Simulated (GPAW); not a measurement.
# AlCo (Pm-3m): the Al K absorption edge

Aim: the dependence of the Al K near-edge features of AlCo (Pm-3m) on volume.

Main program and level: GPAW 26.7.0; X-ray absorption from dipole matrix elements to empty bands, plane-wave PAW LDA.

**1. The starting structure**

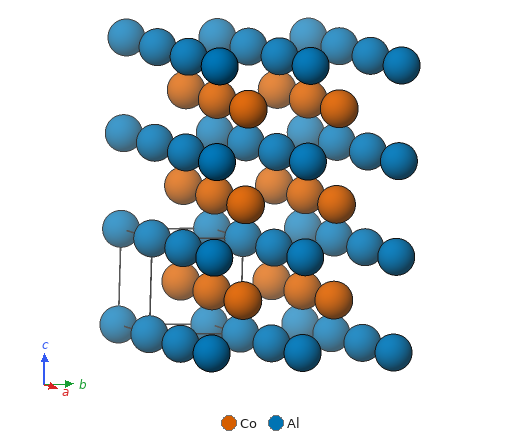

The starting structure, seen slightly off an axis (cobalt orange, aluminium blue). 3×2×3 cells are drawn. Some periodic images of atoms are drawn too.

Structure file:

```
Co Al
1.0
     2.81940    0.00000    0.00000
     0.00000    2.81940    0.00000
     0.00000    0.00000    2.81940
Co Al
1 1
Cartesian
  1.4097 1.4097 1.4097
  0.0000 0.0000 0.0000
```

**2. Ground state of the crystal**

The ground state comes first: it tells whether the system has a gap, which decides how the excited electron is treated.

File scf.py:

```python
import numpy as np
from ase import Atoms
from ase.parallel import parprint, paropen
from gpaw import GPAW, PW, FermiDirac, Mixer, MixerDif, setup_paths
from gpaw.test import gen
setup_paths.insert(0, '.')
gen('Al', name='nch1s', xcname='LDA', corehole=(1, 0, 0), write_xml=True)
from gpaw.mpi import world
world.barrier()

atoms = Atoms('CoAl',
    cell=[[2.81940321, 0, 0],
     [0, 2.81940321, 0],
     [0, 0, 2.81940321]],
    scaled_positions=[[0.5, 0.5, 0.5],
     [0, 0, 0]],
    magmoms=[3.0, 0.0],
    pbc=True)
atoms.calc = calc = GPAW(legacy_gpaw=True, mode=PW(430, force_complex_dtype=True), xc='LDA', setups={1: 'nch1s'},
    kpts={'size': (9, 9, 9), 'gamma': True}, occupations=FermiDirac(0.05),
    charge=0, mixer=MixerDif(0.05, 8, 50), maxiter=150,
    convergence={'density': 0.0001, 'eigenstates': 1e-6}, txt='scf.txt')
energy = atoms.get_potential_energy() + calc.get_reference_energy()
ef = calc.get_fermi_level()
out = dict(energy=energy, fermi=ef, forces=atoms.get_forces().tolist(), magmoms=atoms.get_magnetic_moments().tolist())
parprint(f'all-electron energy {energy:.4f} eV, Fermi level {ef:.4f} eV')
ev = np.array([[calc.get_eigenvalues(k, s) for k in range(len(calc.get_ibz_k_points()))] for s in range(calc.get_number_of_spins())])
out['homo'], out['lumo'], out['counts'] = ev[ev < ef].max(), ev[ev > ef].min(), sorted(set((ev < ef).sum((0, 2)).tolist()))
out['filled'] = (ev[:, 0] < ef).sum(1).tolist()
import json
with paropen('out.json', 'w') as f:
    json.dump(out, f)
```

On the command line:

```
$ OMP_NUM_THREADS=1 mpirun -n 4 gpaw python scf.py
```

Numbers of over 12 decimals in the logs are rounded to 6 here.

The log of the run:

```text
Input parameters:
  convergence: {density: 0.0001,
                eigenstates: 1e-06}
  kpts: {gamma: True,
         size: (9, 9, 9)}
  maxiter: 150
  mixer: {backend: pulay,
          beta: 0.05,
          method: difference,
          nmaxold: 8,
          weight: 50}
  mode: {ecut: 430.0,
         force_complex_dtype: True,
         name: pw}
  occupations: {fixmagmom: False,
                name: fermi-dirac,
                width: 0.05}
  setups: {1: nch1s}

Initialize ...

[... PAW data sets ...]

Reference energy: -44416.688018  # eV

Spin-polarized calculation.
Initial magnetic moment: 3.000000

[... convergence settings ...]
Symmetries present (total): 48
  [... symmetry matrices ...]

729 k-points: 9 x 9 x 9 Monkhorst-Pack grid
35 k-points in the irreducible part of the Brillouin zone
       k-points in crystal coordinates                weights
   0:     0.00000000    0.00000000    0.00000000          1/729
   1:     0.11111111    0.00000000    0.00000000          6/729
   2:     0.11111111    0.11111111    0.00000000         12/729
   3:     0.11111111    0.11111111    0.11111111          8/729
   4:     0.22222222    0.00000000    0.00000000          6/729
   5:     0.22222222    0.11111111    0.00000000         24/729
   6:     0.22222222    0.11111111    0.11111111         24/729
   7:     0.22222222    0.22222222    0.00000000         12/729
   8:     0.22222222    0.22222222    0.11111111         24/729
   9:     0.22222222    0.22222222    0.22222222          8/729
          ...
  34:     0.44444444    0.44444444    0.44444444          8/729

Wave functions: Plane wave expansion
  Cutoff energy: 430.000 eV
  Number of coefficients (min, max): 445, 462
  Pulay-stress correction: 0.000000 eV/Ang^3 (de/decut=0.000000)
  Using FFTW library
  Wavefunction extrapolation:
    Improved wavefunction reuse through dual PAW basis

Occupation numbers: Fermi-Dirac:
  width: 0.0500  # eV

Eigensolver
   Davidson(niter=2)

Densities:
  Coarse grid: 14*14*14 grid
  Fine grid: 28*28*28 grid
  Total Charge: 0.000000

Density mixing:
  Method: difference
  Backend: pulay
  Linear mixing parameter: 0.05
  old densities: 8
  Width of damping distribution: 1.1
  Damping of long wavelength oscillations: 50

[... Hamiltonian set-up ...]
Number of atoms: 2
Number of atomic orbitals: 13
Number of bands in calculation: 13
Number of valence electrons: 12
Bands to converge: occupied

... initialized

Initializing position-dependent things.

Density initialized from atomic densities
Creating initial wave functions:
  13 bands from LCAO basis set

Positions:
   0 Co     1.409702    1.409702    1.409702    ( 0.0000,  0.0000,  3.0000)
   1 Al     0.000000    0.000000    0.000000    ( 0.0000,  0.0000,  0.0000)

Unit cell:
           periodic     x           y           z      points  spacing
  1. axis:    yes    2.819403    0.000000    0.000000    14     0.2014
  2. axis:    yes    0.000000    2.819403    0.000000    14     0.2014
  3. axis:    yes    0.000000    0.000000    2.819403    14     0.2014

  Lengths:   2.819403   2.819403   2.819403
  Angles:   90.000000  90.000000  90.000000

Effective grid spacing dv^(1/3) = 0.2014

iter:   1   -13.710672                   +3.0095
iter:   2   -14.447019   -0.64  -1.34    +1.6322
iter:   3   -14.784207   -1.03  -1.31    +0.3221
iter:   4   -14.749765   -1.82  -1.34    +0.2333
iter:   5   -14.855711   -1.55  -1.36    +0.0256
iter:   6   -14.719771   -1.73  -1.55    +0.0023
iter:   7   -14.723324   -3.19  -2.05    -0.0003
iter:   8   -14.716969   -3.28  -2.21    -0.0008
iter:   9   -14.717055   -4.19  -3.15    -0.0005
iter:  10   -14.716909c  -4.76  -3.08    -0.0003
iter:  11   -14.716905c  -6.74c -3.66    -0.0000
iter:  12   -14.716905c  -7.63c -4.89c   +0.0000

Converged after 12 iterations.

Dipole moment: (0.000000, 0.000000, -0.000000) |e|*Ang

Total magnetic moment: (0.000000, 0.000000, 0.000027)
Local magnetic moments:
   0 Co ( 0.000000,  0.000000,  0.000030)
   1 Al ( 0.000000,  0.000000, -0.000000)

Energy contributions relative to reference atoms: (reference = -44416.688018)

Kinetic:        +19.911658
Potential:      -14.457113
External:        +0.000000
XC:             -20.395528
Entropy (-ST):   -0.004350
Local:           +0.226252
SIC:             +0.000000
--------------------------
Free energy:    -14.719081
Extrapolated:   -14.716905

Spin contamination: 0.000006 electrons
Showing only first 2 kpts
                      Up                     Down
 Kpt  Band  Eigenvalues  Occupancy  Eigenvalues  Occupancy
  0     4      9.42615    1.00000      9.42618    1.00000
  0     5      9.42615    1.00000      9.42618    1.00000
  0     6     16.34224    0.00000     16.34223    0.00000
  0     7     16.34224    0.00000     16.34223    0.00000

  1     4      9.29670    1.00000      9.29673    1.00000
  1     5      9.44072    1.00000      9.44075    1.00000
  1     6     14.56129    0.00000     14.56130    0.00000
  1     7     16.67334    0.00000     16.67334    0.00000

Fermi level: 10.23167

No gap
No difference between direct/indirect transitions

Forces in eV/Ang:
  0 Co    0.00000    0.00000    0.00000
  1 Al    0.00000    0.00000    0.00000
Scalar-relativistic atomic LDA calculation for Al (Aluminium, Z=13)
Core hole in 1s state (1s occupation: 2.0)
450 radial gridpoints.
|------------------------------------------------|
|------------------------------------------------|
[... the atom generator's iteration count ...]

Energy contributions:
-------------------------
Kinetic:     +241.907748
XC:           -17.475820
Potential:   -466.184455
-------------------------
Total:       -241.752526

state      eigenvalue         ekin         rmax
-----------------------------------------------
1s^2.0 :   -55.275624    79.068605        0.079
2s^2.0 :    -3.950529    10.716381        0.498
2p^6.0 :    -2.562254     9.904148        0.428
3s^2.0 :    -0.287726     1.129441        2.062
3p^1.0 :    -0.102289     0.654006        2.636
-----------------------------------------------
(units: Bohr and Hartree)

Generating PAW setup
Kinetic energy of the core from tauc = 239.438228
Cutoffs:
rc(s)=2.050
rc(p)=2.050
rc(d)=2.050
rc(vbar)=1.845
rc(comp)=2.050
rc(nct)=2.050

Kinetic energy of the core states: 238.994859
Charge: 0.0
Core electrons: 10.0
Valence electrons: 3.0
Pseudo-core charge: 0.393537
Shape function alpha=2.380
Pseudo-electron charge 3.499916
state    eigenvalue         norm
--------------------------------
3s(2) :    -0.287726     1.053448
*s    :     0.712274
3p(1) :    -0.102289     0.999482
*p    :     0.897711
*d    :     0.000000
--------------------------------

Diagonalizing with gridspacing h=0.050

state   all-electron     PAW
-------------------------------
3s:      -0.287726    -0.287811
3p:      -0.102289    -0.102345
*d:                    0.027274
*f:                    0.064816
-------------------------------
all-electron energy -44431.4049 eV, Fermi level 10.2317 eV
```

Wall time 3.7 s (4 MPI ranks of Arm Neoverse V2, shared host); peak memory 0.17 GiB.

The mesh shows no gap, so the system is treated as a metal and the core electron is put at the Fermi level (neutral cell).

**3. Reference energy of the supercell**

The photon energy needs a difference of total energies, so the cell and mesh of the coming hole run are first run without a hole.

scf.py: that of step 2 with these lines changed.

```diff
@@ -10,12 +10,26 @@
 
-atoms = Atoms('CoAl',
-    cell=[[2.81940321, 0, 0],
-     [0, 2.81940321, 0],
-     [0, 0, 2.81940321]],
-    scaled_positions=[[0.5, 0.5, 0.5],
-     [0, 0, 0]],
-    magmoms=[3.0, 0.0],
+atoms = Atoms('Co8Al8',
+    cell=[[5.63880642, 0, 0],
+     [0, 5.63880642, 0],
+     [0, 0, 5.63880642]],
+    scaled_positions=[[0.25, 0.25, 0.25],
+     [0.25, 0.25, 0.75],
+     [0.25, 0.75, 0.25],
+     [0.75, 0.25, 0.25],
+     [0.25, 0.75, 0.75],
+     [0.75, 0.25, 0.75],
+     [0.75, 0.75, 0.25],
+     [0.75, 0.75, 0.75],
+     [0, 0, 0],
+     [0, 0, 0.5],
+     [0, 0.5, 0],
+     [0.5, 0, 0],
+     [0, 0.5, 0.5],
+     [0.5, 0, 0.5],
+     [0.5, 0.5, 0],
+     [0.5, 0.5, 0.5]],
+    magmoms=[3.0, 3.0, 3.0, 3.0, 3.0, 3.0, 3.0, 3.0, 0.0, 0.0, 0.0, 0.0, 0.0, 0.0, 0.0, 0.0],
     pbc=True)
-atoms.calc = calc = GPAW(legacy_gpaw=True, mode=PW(430, force_complex_dtype=True), xc='LDA', setups={1: 'nch1s'},
-    kpts={'size': (9, 9, 9), 'gamma': True}, occupations=FermiDirac(0.05),
+atoms.calc = calc = GPAW(legacy_gpaw=True, mode=PW(430, force_complex_dtype=True), xc='LDA', setups={8: 'nch1s'},
+    kpts={'size': (4, 4, 4), 'gamma': True}, occupations=FermiDirac(0.1),
     charge=0, mixer=MixerDif(0.05, 8, 50), maxiter=150,
```

The log of the run:

```text
Input parameters:
  convergence: {density: 0.0001,
                eigenstates: 1e-06}
  kpts: {gamma: True,
         size: (4, 4, 4)}
  maxiter: 150
  mixer: {backend: pulay,
          beta: 0.05,
          method: difference,
          nmaxold: 8,
          weight: 50}
  mode: {ecut: 430.0,
         force_complex_dtype: True,
         name: pw}
  occupations: {fixmagmom: False,
                name: fermi-dirac,
[...]
3s(2) :    -0.287726     1.053448
*s    :     0.712274
3p(1) :    -0.102289     0.999482
*p    :     0.897711
*d    :     0.000000
--------------------------------

Diagonalizing with gridspacing h=0.050

state   all-electron     PAW
-------------------------------
3s:      -0.287726    -0.287811
3p:      -0.102289    -0.102345
*d:                    0.027274
*f:                    0.064816
-------------------------------
all-electron energy -355451.1705 eV, Fermi level 10.2172 eV
[key lines of the parts left out:]
Converged after 17 iterations.
Dipole moment: (0.000000, -0.000000, -0.000000) |e|*Ang
Free energy:   -117.801566
Fermi level: 10.21718
```

It took 46 s on 4 MPI ranks; peak memory 0.3 GiB; 3.1 min of CPU time.

Reference energy: -355451.171 eV with the cores included.

[end of part 1 of 4]

[Banner, clock and machine lines of the logs are left out without a mark of their own.]

[Logs are printed without paths, hosts, clocks, repeated set-up lines and the standing remarks that a program may print on its own settings, such as how far it seeks lower states.]

[Hosts, paths, dates, database ids (printed as entryN), source tags and the programs' standing remarks are cut or masked in the printed files.]

[Lists of maxima count a maximum above −3 eV only where it reaches 4 % of the highest in the window and stands out from its surroundings by 2 % of it (1.5 % where it reaches 55 %); shoulders and weaker maxima are passed over, and of the rest the first, up to two pre-edge ones and the few strongest are named.]
